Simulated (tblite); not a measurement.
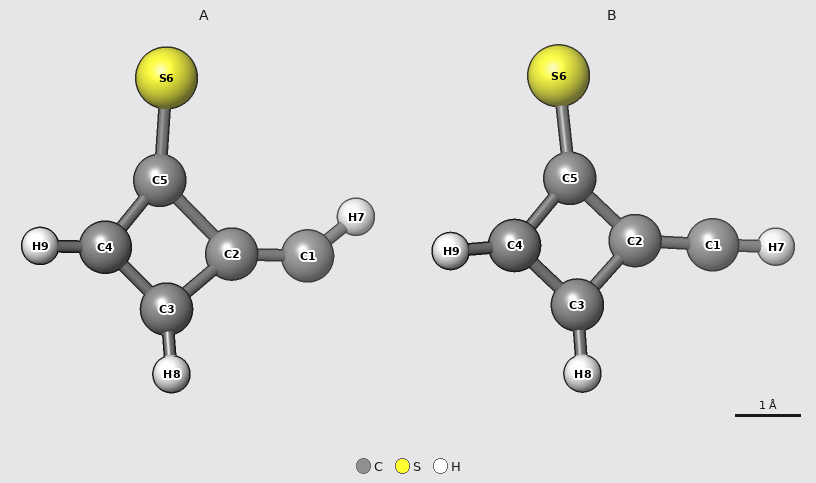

Two geometries of C₅H₃S (multiplicity 2), drawn at one scale. One is the start of a relaxation, the other its converged end. Style: ball-and-stick. Shown at a tilt.

Computed with GFN2-xTB geometry optimisation, gas phase in tblite. 

Which of the two is the end point?

Structure A is the relaxed one. H7 moves most after the best rigid fit: 0.51 Å. By element the largest moves are H 0.51 Å, S 0.29 Å, C 0.22 Å. Near-neighbour distances that change, for instance: C2–C5 1.435 → 1.621 Å, C1–C2 1.295 → 1.268 Å, C5–S6 1.619 → 1.601 Å, C2–C3 1.445 → 1.463 Å. Among the angles between lasting bonds that change: C2–C1–H7 178.5° → 142.7°, C1–C2–C3 132.4° → 141.7°, C5–C4–H9 137.5° → 131.1°. Over 59 geometry steps the energy falls by 9.81 kcal/mol. The run took 0.47 s on 1 thread of Arm Neoverse N1, on a shared host.
